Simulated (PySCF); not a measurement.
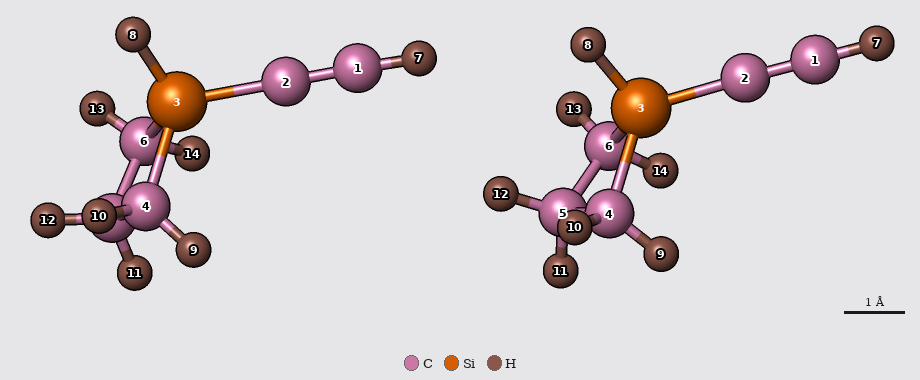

Two geometries of C$_{5}$H$_{8}$Si, drawn at one scale. One is the start of a relaxation, the other its converged end. A ball-and-stick model, seen from a free direction.

All numbers below come from PySCF 2.14.0, density-fitted response routines, PBE0-D3(BJ)/def2-SVP geometry optimisation, gas phase. 

Question: Which of the two is the end point?

Answer: The right one is the relaxed one. The start comes from GFN2-xTB. Its atoms were then displaced at random by about 0.01 Å. H11 moves most after the best rigid fit: 0.57 Å. By element the largest moves are H 0.57 Å, C 0.18 Å, Si 0.14 Å. Some distances before and after: C5–H12 1.070 → 1.102 Å, C2–Si3 1.864 → 1.835 Å, C1–H7 1.047 → 1.076 Å, Si3–H8 1.470 → 1.493 Å. Bond angles that change, for instance: Si3–C4–H9 117.1° → 110.3°, C5–C4–H10 111.0° → 116.8°, Si3–C6–H14 115.6° → 110.1°. The energy falls by 0.180 eV in 13 geometry steps.
